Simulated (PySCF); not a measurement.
Ge(H)(Cl)3, SMILES [Cl][GeH]([Cl])[Cl], singlet at its CAM-B3LYP/def2-SVP optimised geometry (Å):

```
5

Ge    -0.8026    -0.7134     0.0000
Cl     1.3333    -0.7134     0.0000
Cl    -1.4805    -1.7606     1.7338
Cl    -1.4806    -1.7608    -1.7337
H     -1.3333     0.7134     0.0000
```

Calculation: PySCF 2.14.0 with CAM-B3LYP/def2-TZVP.

Map of the electron localisation function on the plane z = 1.0 Å:

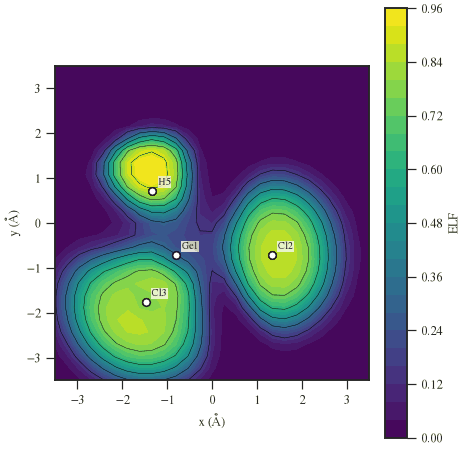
Figure. Electron localisation function on the plane z = 1.0 Å.
